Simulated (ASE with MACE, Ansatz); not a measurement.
# Site preference of a vacancy of Ru in (20-21) twin boundary in hcp Ru (72 atoms)

Aim: make a vacancy of Ru at several sites of (20-21) twin boundary in hcp Ru (72 atoms), relax each, and compare their energies.

Main program and level: Ansatz 0.2.0; Kohn-Sham DFT, PBE, PAW (set soft_2), plane waves.

## (1) Set-up

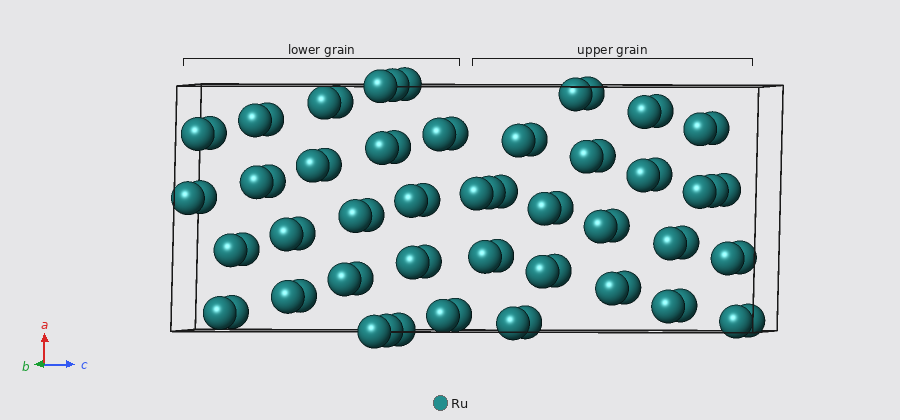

The cell as given, from the side, with the c axis across the page (ruthenium teal). Some periodic images of atoms are drawn too.

The cell holds 72 atoms: 72 Ru. Its edges and angles: a = 8.980 Å, b = 5.430 Å, c = 21.374 Å, α = 90.0°, β = 90.0°, γ = 98.7°. It derives from Ru. Two grains of Ru, one the mirror image of the other in the boundary plane, two boundaries a cell; of 6 trial joints (lateral shifts, openings, close atoms taken out) the lowest after a short relaxation with the MACE-MP-0b2 potential was kept (shift [0.5, 0.5] of the surface cell, opening 1.07 Å, one of each pair under 1.88 Å removed), then its atoms and the cell's length along the normal were relaxed with that potential. Lattice constants are starting values near those of PBE. Regions: lower grain, 36 atoms (36 Ru); upper grain, 36 atoms (36 Ru).

What the set-up can't give: The cell is under 6 Å thick along one periodic direction, so every atom has periodic images of itself close by, which move with it and show among its neighbours and in g(r).

## (2) Single point at the start

A single point comes first, to see the forces before anything moves.

input.yaml

```yaml
crystal:
  lattice:
    - [8.98025, 0.0, 0.0]
    - [-0.82083, 5.3676, 0.0]
    - [0.0, 0.0, 21.37351]
  atoms:
    - { symbol: Ru, position: [0.5424, 0.40251, 0.00559] }
    - { symbol: Ru, position: [0.80206, 0.18999, 0.01071] }
    - { symbol: Ru, position: [0.07348, 0.25419, 0.05899] }
    - { symbol: Ru, position: [0.32751, 0.08721, 0.06767] }
    - { symbol: Ru, position: [0.6055, 0.15235, 0.11251] }
    - { symbol: Ru, position: [0.86026, 0.45841, 0.11988] }
    - { symbol: Ru, position: [0.13808, 0.03206, 0.16598] }
    - { symbol: Ru, position: [0.39491, 0.35114, 0.1743] }
    - { symbol: Ru, position: [0.6758, 0.42005, 0.21941] }
    - { symbol: Ru, position: [0.93087, 0.23164, 0.22871] }
    - { symbol: Ru, position: [0.21173, 0.30065, 0.27383] }
    - { symbol: Ru, position: [0.46857, 0.11969, 0.28214] }
    - { symbol: Ru, position: [0.74638, 0.1932, 0.32824] }
    - { symbol: Ru, position: [0.00113, 0.99933, 0.33561] }
    - { symbol: Ru, position: [0.27908, 0.0645, 0.38046] }
    - { symbol: Ru, position: [0.53311, 0.39745, 0.38912] }
    - { symbol: Ru, position: [0.80453, 0.46145, 0.43738] }
    - { symbol: Ru, position: [0.06423, 0.24907, 0.44255] }
    - { symbol: Ru, position: [0.0424, 0.65251, 0.94254] }
    - { symbol: Ru, position: [0.30206, 0.43999, 0.93742] }
    - { symbol: Ru, position: [0.57348, 0.50419, 0.88914] }
    - { symbol: Ru, position: [0.82751, 0.33721, 0.88046] }
    - { symbol: Ru, position: [0.1055, 0.40236, 0.83562] }
    - { symbol: Ru, position: [0.36026, 0.70841, 0.82825] }
    - { symbol: Ru, position: [0.63808, 0.28206, 0.78215] }
    - { symbol: Ru, position: [0.89491, 0.60114, 0.77383] }
    - { symbol: Ru, position: [0.1758, 0.67005, 0.72872] }
    - { symbol: Ru, position: [0.43087, 0.48164, 0.71943] }
    - { symbol: Ru, position: [0.71173, 0.55065, 0.67431] }
    - { symbol: Ru, position: [0.96857, 0.36969, 0.66599] }
    - { symbol: Ru, position: [0.24638, 0.4432, 0.61989] }
    - { symbol: Ru, position: [0.50113, 0.24933, 0.61252] }
    - { symbol: Ru, position: [0.77908, 0.3145, 0.56767] }
    - { symbol: Ru, position: [0.03311, 0.64745, 0.55901] }
    - { symbol: Ru, position: [0.30453, 0.71145, 0.51075] }
    - { symbol: Ru, position: [0.56423, 0.49907, 0.50558] }
    - { symbol: Ru, position: [0.5424, 0.90251, 0.00559] }
    - { symbol: Ru, position: [0.80206, 0.68999, 0.01071] }
    - { symbol: Ru, position: [0.07348, 0.75419, 0.05899] }
    - { symbol: Ru, position: [0.32751, 0.58721, 0.06767] }
    - { symbol: Ru, position: [0.6055, 0.65235, 0.11251] }
    - { symbol: Ru, position: [0.86026, 0.95841, 0.11988] }
    - { symbol: Ru, position: [0.13808, 0.53206, 0.16598] }
    - { symbol: Ru, position: [0.39491, 0.85114, 0.1743] }
    - { symbol: Ru, position: [0.6758, 0.92005, 0.21941] }
    - { symbol: Ru, position: [0.93087, 0.73164, 0.22871] }
    - { symbol: Ru, position: [0.21173, 0.80065, 0.27383] }
    - { symbol: Ru, position: [0.46857, 0.61969, 0.28214] }
    - { symbol: Ru, position: [0.74638, 0.6932, 0.32824] }
    - { symbol: Ru, position: [0.00113, 0.49933, 0.33561] }
    - { symbol: Ru, position: [0.27908, 0.5645, 0.38046] }
    - { symbol: Ru, position: [0.53311, 0.89745, 0.38912] }
    - { symbol: Ru, position: [0.80453, 0.96145, 0.43738] }
    - { symbol: Ru, position: [0.06423, 0.74907, 0.44255] }
    - { symbol: Ru, position: [0.0424, 0.15251, 0.94254] }
    - { symbol: Ru, position: [0.30206, 0.93999, 0.93742] }
    - { symbol: Ru, position: [0.57348, 0.00419, 0.88914] }
    - { symbol: Ru, position: [0.82751, 0.83721, 0.88046] }
    - { symbol: Ru, position: [0.1055, 0.90236, 0.83562] }
    - { symbol: Ru, position: [0.36026, 0.20842, 0.82825] }
    - { symbol: Ru, position: [0.63808, 0.78206, 0.78215] }
    - { symbol: Ru, position: [0.89491, 0.10114, 0.77383] }
    - { symbol: Ru, position: [0.1758, 0.17005, 0.72872] }
    - { symbol: Ru, position: [0.43087, 0.98164, 0.71943] }
    - { symbol: Ru, position: [0.71173, 0.05065, 0.67431] }
    - { symbol: Ru, position: [0.96857, 0.86969, 0.66599] }
    - { symbol: Ru, position: [0.24638, 0.9432, 0.61989] }
    - { symbol: Ru, position: [0.50113, 0.74933, 0.61252] }
    - { symbol: Ru, position: [0.77908, 0.8145, 0.56767] }
    - { symbol: Ru, position: [0.03311, 0.14745, 0.55901] }
    - { symbol: Ru, position: [0.30453, 0.21145, 0.51075] }
    - { symbol: Ru, position: [0.56423, 0.99907, 0.50558] }
kpoints:
  mp_grid: { grid: [2, 3, 1] }
hamiltonian:
  xc: pbe
scf:
  occupations: { method: fermi_dirac, width: 0.1 }
output:
  forces: true
```

On the command line:

```
ansatz run input.yaml --threads 6 --pin off --max-ram 102400MiB --backend cuda --events-out ev --progress --plain --runs-dir out
```

Numbers of over 12 decimals in the logs are rounded to 6 here.

What it wrote:

```text
Warning: the atoms were moved onto the symmetric positions of the space group found under crystal.symmetry.tolerance 1.0e-5 (fractional; no operation is sought that the atoms, as they stand in a round, miss by more than twice it, and no atom is moved by as much as it), and the run uses the moved positions. [...]
Engine: ansatz 0.2.0, x86_64-unknown-linux-gnu
Pseudopotentials: kind: paw
Pseudopotential: Ru, paw, valence charge 16, recommended cutoff 420 eV (normal), Ru.paw.azcp
[... 5 lines on functional and potentials left out ...]
device memory: the entry about to start is reckoned to put 19.9 GiB on a device that reports 78.6 GiB free
GPU FFT provider: cuFFT
GPU libraries: cuBLAS 13.8.2, cuFFT 12.4.0, cuSOLVER 12.3.4
Crystal: 72 atoms, lattice volume = 1030.254 Å³
Basis set: ecut = 420 eV, 20057 PW (Γ), exchange–correlation on 128×80×288 points (8 copies of the dense FFT grid, shifted against one another)
Bands: 692, of which v1, the nominal top of the filled ones, is band 576 counted from 1 (575 counted from 0)
Symmetry: 4 space group operations
Space group: Pc (ITA 7), of the structure as read, at distance tolerance 1.0e-4 Å
k-points: 4 of 6 (time reversal used)
[... 3 lines on functional and potentials left out ...]
Initial density: superposition of atomic densities (neutral atoms: chi_scale 0, normalization atom), corrected by the library's trained network
Initial wavefunctions: pseudopotential atomic-orbital guess
GPU buffer pool allocated for 368640 grid points (all kernels)
GPU transforms: local potential and band sums: pruned to the plane-wave sphere, on 64×40×144
Functional: x = pbe(κ = 0.804, μ = 0.219515), c = pbe(β = 0.066725)
SCF iter   1: F=—  HF=-423255.725245 eV  |F-HF|=—  |Δ(HF+E_count)|=         —  Δρ=1.18e-2  dr2=6.34e0  ethr=1.77e-3  ⟨swp⟩=5.0  Hψ=8214  notcnv=0  defer=6
preconditioner: auto → Kerker (q_TF=auto, 2.780 Å⁻¹)  [metal: Δε(μ)=0.010 eV  Ē_g=4.548 eV  σ=0.100 eV  W_gap=0.03  n_scr=382 (ndim 8)  ℏωp=27.8 eV  f_vac=0.000  D(μ)=67.23/eV (n_scr^D=680)]
SCF iter   2: F=—  HF=-423255.713849 eV  |F-HF|=—  |Δ(HF+E_count)|=   1.14e-2  Δρ=6.16e-3  dr2=2.10e0  ethr=5.50e-4  ⟨swp⟩=1.0  Hψ=3184  notcnv=0  defer=19
SCF iter   3: F=—  HF=-423255.698808 eV  |F-HF|=—  |Δ(HF+E_count)|=   1.50e-2  Δρ=8.32e-4  dr2=7.36e-2  ethr=1.82e-4  ⟨swp⟩=1.0  Hψ=2723  notcnv=0  defer=19
SCF iter   4: F=—  HF=-423255.698406 eV  |F-HF|=—  |Δ(HF+E_count)|=   4.02e-4  Δρ=2.38e-4  dr2=4.17e-3  ethr=6.39e-6  ⟨swp⟩=1.0  Hψ=2723  notcnv=0  defer=19
SCF iter   5: F=—  HF=-423255.692071 eV  |F-HF|=—  |Δ(HF+E_count)|=   6.34e-3  Δρ=8.01e-5  dr2=2.12e-4  ethr=3.62e-7  ⟨swp⟩=2.0  Hψ=2902  notcnv=0  defer=19
SCF iter   6: F=—  HF=-423255.692066 eV  |F-HF|=—  |Δ(HF+E_count)|=   4.66e-6  Δρ=2.50e-5  dr2=5.94e-6  ethr=1.84e-8  ⟨swp⟩=2.0  Hψ=5021  notcnv=0  defer=19
SCF iter   7: F=—  HF=-423255.696842 eV  |F-HF|=—  |Δ(HF+E_count)|=   4.78e-3  Δρ=7.41e-6  dr2=7.56e-7  ethr=5.16e-10  ⟨swp⟩=2.0  Hψ=3886  notcnv=0  defer=22
SCF iter   8: F=-423255.696842 eV  HF=-423255.696842 eV  |F-HF|=5.24e-8  |Δ(HF+E_count)|=   9.00e-8  Δρ=1.72e-6  dr2=7.30e-8  ethr=8.68e-12  ⟨swp⟩=4.0  Hψ=8125  notcnv=0
SCF 1 converged in 8 iterations: F = -423255.696842 eV  dr2 = 7.30e-8
  greatest PAW one-centre occupation: 0.998 electrons in one spin orbital (limit 2), on the Ru atom at site 70 (counted from 0), in its partial waves of l = 0
SCF converged after 8 iterations
Free energy (F): -423255.696842 eV
Harris-Foulkes:  -423255.696842 eV  (|F-HF|=5.24e-8)
Internal energy: -423253.435847 eV  (E = F + TS)
E sigma→0 (E₀):  -423254.566344 eV
Entropy (-TS):   -2.260995 eV (-31.403 meV/atom)
Fermi energy:    22.100967 eV
--- Per-component energies (eV) ---
  E_band       = -5348.062496
  E_kinetic    = 36946.789011
  E_local      = -96839.307305  (includes V_loc(G=0)·N_el)
  E_nonlocal   = 24705.518450
  E_hartree    = 31488.593152
  E_xc         = -13686.527675
  E_vxc        = -17179.419162  (∫ρ·V_xc dr)
  E_paw        = -249171.472399  (= ΣΔE_a)
  E_vpaw       = -15958.846023  (= ΣTr[D̂ρ^β])
  E_aug_tail   = -0.013200  (compensation charges beyond the density's cutoff)
  E_ewald      = -156697.015881
  E_smearing   = -2.260995  (= −TS)
  E_closure    = -0.000000  (closes the sum)
  Σ components = -423255.696842   (vs F -423255.696842, Δ=0.00e0)
--- Forces (eV/Å), atoms counted from 1 ---
  atom   1  Ru     0.07740842    -0.84665734     0.21182434
  atom   2  Ru    -0.59507176     0.48574849    -0.43308766
  atom   3  Ru    -0.11617677     0.75050534     0.16358705
  atom   4  Ru     0.30167500    -0.35595956    -0.45973639
  atom   5  Ru     0.01925613    -0.01988021    -0.22012816
  atom   6  Ru     0.30591698    -0.01368034    -0.45597552
  atom   7  Ru     0.08189721     0.05900558    -0.00442522
  atom   8  Ru    -0.02397187     0.06518697    -0.33564070
  atom   9  Ru     0.01924767     0.03858205     0.17902819
  atom  10  Ru    -0.02215892    -0.03887105    -0.17778361
  atom  11  Ru     0.02468237    -0.06838361     0.33540199
  atom  12  Ru    -0.08258797    -0.06093858     0.00401171
  atom  13  Ru    -0.30665771     0.01548806     0.45458612
  atom  14  Ru    -0.01870377     0.01854891     0.22101642
[...]
atom  71  Ru     0.59718059    -0.48187261    -0.43622813
  atom  72  Ru    -0.08032438     0.84697427     0.21109469
  max |Σ_I F_I| component: 4.03e-6 eV/Å
```

Wall time 6.9 s (1 × NVIDIA H100 80GB HBM3 with 6 threads of AMD EPYC 7R13 (Zen 3), shared host); peak memory 1.3 GiB; 5.9 s of CPU time.

That memory is the host's; the program planned 19.9 GiB on the GPU.

The program notes that positions were snapped to a detected symmetry.

The r.m.s. force at the start is 0.34 eV/Å.

## (3) Relaxation

The atoms are relaxed in the fixed cell, aiming at the force tolerance of the input.

input.yaml

```yaml
crystal:
  lattice:
    - [8.98025, 0.0, 0.0]
    - [-0.82083, 5.3676, 0.0]
    - [0.0, 0.0, 21.37351]
  atoms:
    [... the 72 atom lines of step 2 ...]
kpoints:
  mp_grid: { grid: [2, 3, 1] }
hamiltonian:
  xc: pbe
scf:
  occupations: { method: fermi_dirac, width: 0.1 }
output:
  forces: true
relax:
  f_tol: 0.05
  max_steps: 150
```

What it wrote:

```text
[...]
GPU FFT provider: cuFFT
GPU libraries: cuBLAS 13.8.2, cuFFT 12.4.0, cuSOLVER 12.3.4
Crystal: 72 atoms, lattice volume = 1030.254 Å³
Basis set: ecut = 420 eV, 20057 PW (Γ), exchange–correlation on 128×80×288 points (8 copies of the dense FFT grid, shifted against one another)
Bands: 692, of which v1, the nominal top of the filled ones, is band 576 counted from 1 (575 counted from 0)
Symmetry: 4 space group operations
[...]
k-points: 4 of 6 (time reversal used)
[...]
GPU buffer pool allocated for 368640 grid points (all kernels)
[...]
SCF iter   1: F=—  HF=-423255.725245 eV  |F-HF|=—  |Δ(HF+E_count)|=         —  Δρ=1.18e-2  dr2=6.34e0  ethr=1.77e-3  ⟨swp⟩=5.0  Hψ=8214  notcnv=0  defer=6
[...]
SCF iter   6: F=-423255.696840 eV  HF=-423255.696843 eV  |F-HF|=2.81e-6  |Δ(HF+E_count)|=   7.43e-6  Δρ=2.48e-5  dr2=5.88e-6  ethr=5.43e-9  ⟨swp⟩=2.0  Hψ=9421  notcnv=0
SCF 1 converged in 6 iterations: F = -423255.696840 eV  dr2 = 5.88e-6
[...]
relax step   1: F+E_penalty+E_count = -423255.69683983 eV  Δ(F+E_penalty+E_count) = +0.000e0 eV  max|allowed force component| = 8.469e-1 eV/Å  Δτ_max = 0.0000 Å  (6 SCF iters, dr2 threshold 6.25e-5 eV, accepted)
[...]
relax step   2: F+E_penalty+E_count = -423256.80104360 eV  Δ(F+E_penalty+E_count) = -1.104e0 eV  max|allowed force component| = 7.129e-1 eV/Å  Δτ_max = 0.1679 Å  (6 SCF iters, dr2 threshold 4.48e-5 eV, accepted)
[...]
relax step   3: F+E_penalty+E_count = -423257.20902349 eV  Δ(F+E_penalty+E_count) = -4.080e-1 eV  max|allowed force component| = 1.482e-1 eV/Å  Δτ_max = 0.0921 Å  (6 SCF iters, dr2 threshold 3.18e-5 eV, accepted)
[...]
relax step   4: F+E_penalty+E_count = -423257.24984698 eV  Δ(F+E_penalty+E_count) = -4.082e-2 eV  max|allowed force component| = 4.423e-2 eV/Å  Δτ_max = 0.0282 Å  (7 SCF iters, accepted)
SCF converged after 7 iterations
Free energy (F): -423257.249847 eV
[...]
Internal energy: -423255.062254 eV  (E = F + TS)
E sigma→0 (E₀):  -423256.156051 eV
Entropy (-TS):   -2.187593 eV (-30.383 meV/atom)
Fermi energy:    22.116250 eV
[...]
--- Forces (eV/Å), atoms counted from 1 ---
  atom   1  Ru    -0.01256962     0.00049346    -0.03217410
  atom   2  Ru     0.03041828    -0.03083702     0.01136046
  atom   3  Ru     0.02436939    -0.00056256     0.00399785
  atom   4  Ru    -0.02248402     0.02621993     0.01888316
  atom   5  Ru     0.00915707    -0.02159905     0.04362402
  atom   6  Ru    -0.00951458     0.01425463     0.02726757
  atom   7  Ru    -0.04422944     0.00748231     0.02905023
  atom   8  Ru    -0.01241089    -0.01270243     0.02736520
  atom   9  Ru    -0.00107534     0.00796359     0.00282759
  atom  10  Ru     0.00167246    -0.00769167    -0.00272235
  atom  11  Ru     0.01253733     0.01351563    -0.02730447
  atom  12  Ru     0.04400083    -0.00576487    -0.02908903
  atom  13  Ru     0.01002292    -0.01537091    -0.02726658
  atom  14  Ru    -0.00973430     0.02248630    -0.04392647
[...]
atom  71  Ru    -0.03003608     0.03034552     0.01145306
  atom  72  Ru     0.01247917    -0.00172698    -0.03164133
  max |Σ_I F_I| component: 1.43e-6 eV/Å
--- Relaxed structure (4 steps of the walk, 4 accepted, 0 SCFs on fresh bases) ---
  F+E_penalty+E_count = -423257.24984698 eV   max|allowed force component| = 4.423e-2 eV/Å
  atoms:
    - { symbol: Ru, position: [0.536312, 0.371819, 0.00460665] }
    - { symbol: Ru, position: [0.792372, 0.197158, 0.00814038] }
    - { symbol: Ru, position: [0.073206, 0.275016, 0.056817] }
    - { symbol: Ru, position: [0.327533, 0.078071, 0.066531] }
[...]
- { symbol: Ru, position: [0.570317, 1.029886, 0.504603] }
```

Elapsed: 12 s, on 1 × NVIDIA H100 80GB HBM3 with 6 threads; peak memory 1.3 GiB.

That memory is the host's; the program planned 19.9 GiB on the GPU.

The relaxation converged after 4 steps, 1.55 eV below its start, with a largest force component of 0.044 eV/Å.

## (4) Single point at the relaxed geometry

The electronic structure is read at the final geometry, in a run of its own.

input.yaml

```yaml
crystal:
  lattice:
    - [8.98025, 0.0, 0.0]
    - [-0.82083, 5.3676, 0.0]
    - [0.0, 0.0, 21.37351]
  atoms:
    - { symbol: Ru, position: [0.53631, 0.37182, 0.00461] }
    - { symbol: Ru, position: [0.79237, 0.19716, 0.00814] }
    - { symbol: Ru, position: [0.07321, 0.27502, 0.05682] }
    - { symbol: Ru, position: [0.32753, 0.07807, 0.06653] }
    - { symbol: Ru, position: [0.60651, 0.14639, 0.11099] }
    - { symbol: Ru, position: [0.86228, 0.46273, 0.11677] }
    [... 60 atom lines left out ...]
    - { symbol: Ru, position: [0.24435, 0.93895, 0.61677] }
    - { symbol: Ru, position: [0.50012, 0.75525, 0.61098] }
    - { symbol: Ru, position: [0.7791, 0.82359, 0.56653] }
    - { symbol: Ru, position: [0.03342, 0.12665, 0.55682] }
    - { symbol: Ru, position: [0.31426, 0.20454, 0.50814] }
    - { symbol: Ru, position: [0.57032, 0.02989, 0.5046] }
kpoints:
  mp_grid: { grid: [2, 3, 1] }
hamiltonian:
  xc: pbe
scf:
  occupations: { method: fermi_dirac, width: 0.1 }
output:
  forces: true
  stress: true
  populations: true
  dos:
    method: { smearing: { sigma: 0.08 } }
    de: 0.1
    projected:
      site_lists:
        Ru: [Ru]
        lower_grain: [0, 1, 2, 3, 4, 5, 6, 7, 8, 9, 10, 11, 12, 13, 14, 15, 16, 17, 36, 37, 38, 39, 40, 41, 42, 43, 44, 45, 46, 47, 48, 49, 50, 51, 52, 53]
        upper_grain: [18, 19, 20, 21, 22, 23, 24, 25, 26, 27, 28, 29, 30, 31, 32, 33, 34, 35, 54, 55, 56, 57, 58, 59, 60, 61, 62, 63, 64, 65, 66, 67, 68, 69, 70, 71]
  eigenvalues: true
  write_density: true
  write_potential: true
  volumetric_format: npy
```

What it wrote:

```text
[...]
GPU FFT provider: cuFFT
GPU libraries: cuBLAS 13.8.2, cuFFT 12.4.0, cuSOLVER 12.3.4
Crystal: 72 atoms, lattice volume = 1030.254 Å³
Basis set: ecut = 420 eV, 20057 PW (Γ), exchange–correlation on 128×80×288 points (8 copies of the dense FFT grid, shifted against one another)
Bands: 692, of which v1, the nominal top of the filled ones, is band 576 counted from 1 (575 counted from 0)
Symmetry: 4 space group operations
[...]
k-points: 4 of 6 (time reversal used)
[...]
GPU buffer pool allocated for 368640 grid points (all kernels)
[...]
SCF iter   1: F=—  HF=-423257.156126 eV  |F-HF|=—  |Δ(HF+E_count)|=         —  Δρ=9.12e-3  dr2=9.87e-1  ethr=1.77e-3  ⟨swp⟩=5.0  Hψ=8365  notcnv=0  defer=7
[...]
SCF iter   8: F=-423257.249811 eV  HF=-423257.249811 eV  |F-HF|=1.62e-8  |Δ(HF+E_count)|=   1.66e-8  Δρ=8.82e-7  dr2=2.21e-8  ethr=8.68e-12  ⟨swp⟩=13.5  Hψ=24291  notcnv=0
SCF 1 converged in 8 iterations: F = -423257.249811 eV  dr2 = 2.21e-8
[...]
SCF converged after 8 iterations
Free energy (F): -423257.249811 eV
[...]
Internal energy: -423255.062234 eV  (E = F + TS)
E sigma→0 (E₀):  -423256.156023 eV
Entropy (-TS):   -2.187577 eV (-30.383 meV/atom)
Fermi energy:    22.116258 eV
[...]
--- Forces (eV/Å), atoms counted from 1 ---
  atom   1  Ru    -0.01233011     0.00073597    -0.03341707
  atom   2  Ru     0.03081303    -0.03086063     0.01135577
  atom   3  Ru     0.02387656    -0.00104675     0.00202469
  atom   4  Ru    -0.02196090     0.02644404     0.01927234
  atom   5  Ru     0.00929053    -0.02130735     0.04296236
  atom   6  Ru    -0.01025219     0.01401347     0.02874507
  atom   7  Ru    -0.04483586     0.00745715     0.02971558
  atom   8  Ru    -0.01215269    -0.01264352     0.02810125
  atom   9  Ru    -0.00098639     0.00827346     0.00186495
  atom  10  Ru     0.00234150    -0.00786892    -0.00247964
  atom  11  Ru     0.01180447     0.01360727    -0.02772049
  atom  12  Ru     0.04438988    -0.00601942    -0.02915485
  atom  13  Ru     0.01036951    -0.01540830    -0.02803074
  atom  14  Ru    -0.01003637     0.02253598    -0.04478181
[...]
atom  71  Ru    -0.03039757     0.03030551     0.01107501
  atom  72  Ru     0.01264232    -0.00185743    -0.03173389
  max |Σ_I F_I| component: 2.91e-6 eV/Å
--- Stress (GPa, compression-positive) ---
       -3.638394      -1.260005       0.000000
       -1.260005      -2.737354       0.000000
        0.000000       0.000000     -12.652309
  P = ⅓ Tr σ = -6.3427 GPa (-63.427 kbar)
--- Band table (eV) ---
[...]
--- Löwdin populations: 72 sites ---
  site symbol       q [e]
     0     Ru     15.9154
     1     Ru     15.9233
     2     Ru     15.9126
[...]
71     Ru     15.9154
  spilling = 0.005575 (of n_electrons = 1152.000000)
```

Run time: 9.6 s. Hardware: 1 × NVIDIA H100 80GB HBM3 with 6 threads; peak memory 2.2 GiB; 12 s of CPU time.

That memory is the host's; the program planned 22.3 GiB on the GPU.

Read from the output:

- free energy: -423257.2498 eV
- free energy per atom: -5878.5729 eV/atom
- SCF cycles: 8
- pressure: -6.343 GPa
- r.m.s. force component: 0.02197 eV/Å
- longest force: 0.0543 eV/Å
- Fermi energy: 22.12 eV
- levels partly filled by over 2 per cent: 106
- spilling of the projection: 0.005575

[end of part 1 of 3]

[Logs are printed without paths, hosts, clocks, repeated set-up lines and the standing remarks that a program may print on its own settings, such as how far it seeks lower states.]

[Hosts, paths, dates, database ids (printed as entryN), source tags and the programs' standing remarks are cut or masked in the printed files.]
